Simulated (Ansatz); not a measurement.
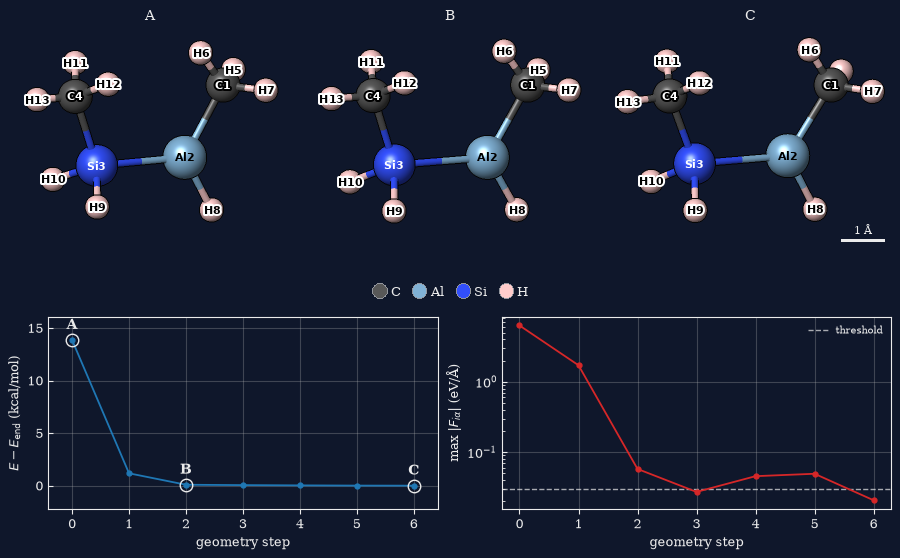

Frames of a relaxation of C2H9AlSi (coarse preliminary run), marked on the history of the run. A ball-and-stick model, seen at a tilt.

The start comes from a force field.

Method: RKS PBE-D4/def2-SVP in Ansatz. Settings: force threshold 0.03 eV/Å; at most 200 steps.

Q: Describe the path.

A: The largest move after the best rigid fit is that of H6, 0.25 Å. By element the largest moves are H 0.25 Å, C 0.21 Å, Si 0.09 Å, Al 0.08 Å. Some distances before and after: Al2–Si3 2.328 → 2.468 Å, C4–H13 0.992 → 1.109 Å, C4–H11 1.181 → 1.109 Å, Si3–H9 1.449 → 1.515 Å. Among the angles between lasting bonds that change: H12–C4–H13 114.4° → 108.1°, Si3–C4–H11 104.7° → 110.8°, H9–Si3–H10 110.2° → 105.1°. The energy falls by 13.9 kcal/mol in 6 geometry steps. Largest force component: 6.3 eV/Å at the start, 0.021 eV/Å at the end. The forces were under the threshold at step 3, but the run went on from there. Cost: 9 s on 4 threads of Arm Neoverse V1 (shared host). From step 0 to 2: H13 moves most (0.16 Å), energy −13.8 kcal/mol. From step 2 to 6: H atoms move most (0.14 Å), energy −0.09 kcal/mol.

| step | E − E(0), kcal/mol | largest force component, eV/Å |
| --- | --- | --- |
| 0 | 0.00 | 6.3239 |
| 1 | -12.68 | 1.7199 |
| 2 | -13.77 | 0.0578 |
| 3 | -13.80 | 0.0272 |
| 4 | -13.83 | 0.0456 |
| 5 | -13.85 | 0.0493 |
| 6 | -13.86 | 0.0207 |
